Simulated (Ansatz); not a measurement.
# O2 (oxygen) at UB2PLYP/STO-3G

Aim: the vertical electron affinity of O2 (oxygen) at UB2PLYP/STO-3G, from 2 runs. 

The results are computed with Ansatz 0.2.0.

39 further runs of the same task are left out: 15 that didn't finish, 24 set aside as unsound or not needed.

### 1 The molecule

O2: 2 atoms, total charge 0, spin state triplet. As SMILES, `O=O`. The shape is that of a GFN2-xTB optimisation.

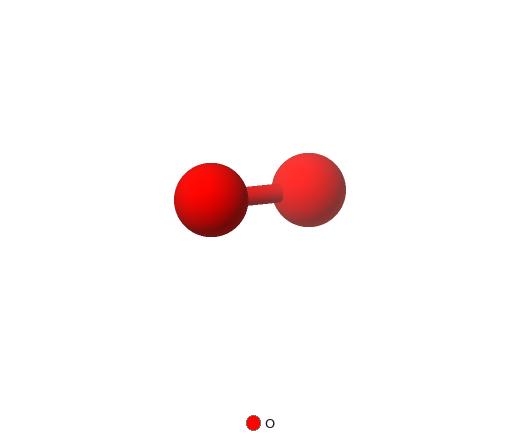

Viewed from a chosen angle; oxygen red.

### 2 A single-point energy at UB2PLYP/STO-3G

Input file molecule.yaml:

```yaml
crystal:
  periodic: [false, false, false]
  atoms:
    - {symbol: O, position_ang: [0.516930, -0.167240, 0.266250]}
    - {symbol: O, position_ang: [-0.516930, 0.167240, -0.266250]}
basis:
  gaussian:
    orbitals: STO-3G
hamiltonian:
  xc: {name: B2PLYP}
correlation:
  frozen_orbitals: {O: 1}
accuracy: high
magnetization:
  spin_polarized: true
  initial_magnetization: 2
```

Run with:

```console
$ ansatz run molecule.yaml --threads 1 --pin off --max-ram 2610MiB --events-out events.jsonl --progress --plain --runs-dir runs
```

Standard output:

```text
Warning: RAYON_NUM_THREADS=1 ignored (pool sized by the plan → 1); use --threads N
Functional definition: B2PLYP
  name "B2PLYP"
  parameter a = 0.53
  parameter c = 0.27
  exchange = (1 - a)*b88_x + a*exact_x
  correlation = (1 - c)*lyp_c + c*(mp2_os + mp2_ss)
149 factors; integrals over basis functions are off by at most 3.4e-8 eV
mean field evaluation 1: about -4028.9056 eV, gradient 5.0e0 eV
mean field evaluation 2: about -4028.9417 eV, gradient 5.2e0 eV
mean field evaluation 4: about -4029.1069 eV, gradient 9.3e-2 eV
mean field evaluation 8: about -4029.1066 eV, gradient 5.3e-5 eV
mean field -4029.10664649 eV, -148.0669382321 hartree, gradient 2.1e-9 eV, S^2 2.001653; 0 other end points of the search recorded, 0 dependent functions left out
2 core orbitals not correlated: weight in the atoms' cores, before any rotation towards them, 1.000 or more for the frozen orbitals, at most 0.000 for the correlated occupied ones
reference -4029.10665478 eV, -148.0669385366 hartree; 7, 5 occupied and 1, 3 virtual orbitals, 149 factors
second order -3.52189556 eV of doubles, -0.00000000 eV of singles
Total energy: -4030.05756658 eV, -148.1018839008 hartree
```

Run time: 0.58 s. Hardware: 1 thread of Arm Neoverse V1, shared host; peak memory 0.092 GiB.

### 3 The doublet anion, same level

Input file in.yaml:

```yaml
crystal:
  periodic: [false, false, false]
  atoms:
    - {symbol: O, position_ang: [0.516930, -0.167240, 0.266250]}
    - {symbol: O, position_ang: [-0.516930, 0.167240, -0.266250]}
basis:
  gaussian:
    orbitals: STO-3G
total_charge: -1
magnetization:
  spin_polarized: true
  initial_magnetization: 1
hamiltonian:
  xc: {name: B2PLYP}
correlation:
  frozen_orbitals: {O: 1}
accuracy: high
```

Run with:

```console
$ ansatz run in.yaml --threads 1 --pin off --max-ram 2610MiB --events-out events.jsonl --progress --plain --runs-dir runs
```

Standard output, cut to the lines that bear on the results:

```text
Warning: RAYON_NUM_THREADS=1 ignored (pool sized by the plan → 1); use --threads N
[... 6 set-up lines as earlier in the session ...]
149 factors; integrals over basis functions are off by at most 3.4e-8 eV
mean field evaluation 1: about -4021.6353 eV, gradient 5.6e0 eV
mean field evaluation 2: about -4021.6888 eV, gradient 5.7e0 eV
mean field evaluation 4: about -4021.8683 eV, gradient 4.6e-2 eV
mean field evaluation 8: about -4021.8680 eV, gradient 5.4e-5 eV
mean field -4021.86799424 eV, -147.8009226685 hartree, gradient 4.5e-9 eV, S^2 0.750375; 0 other end points of the search recorded, 0 dependent functions left out
2 core orbitals not correlated: weight in the atoms' cores, before any rotation towards them, 1.000 or more for the frozen orbitals, at most 0.000 for the correlated occupied ones
reference -4021.86800266 eV, -147.8009229777 hartree; 7, 6 occupied and 1, 2 virtual orbitals, 149 factors
second order -1.58142402 eV of doubles, -0.00000000 eV of singles
Total energy: -4022.29498715 eV, -147.8166143681 hartree
```

Wall time 0.79 s (1 thread of Arm Neoverse V1, shared host); peak memory 0.091 GiB.

### 4 Summary of results

At UB2PLYP/STO-3G, 2 core orbitals frozen:

```
                                         quantity          value
                         triplet O2: total energy  -148.10188 Eh
                                 triplet O2: ⟨S²⟩          2.002
                      doublet anion: total energy  -147.81661 Eh
                              doublet anion: ⟨S²⟩          0.750
vertical electron affinity (to the doublet anion)      -7.763 eV
```

In words: The anion lies 7.76 eV (749 kJ/mol) above the neutral: the electron isn't bound at this level, and such a value depends on the basis. Without diffuse functions anions come out too high. In a minimal basis such a difference can be off by several eV, whatever the method.
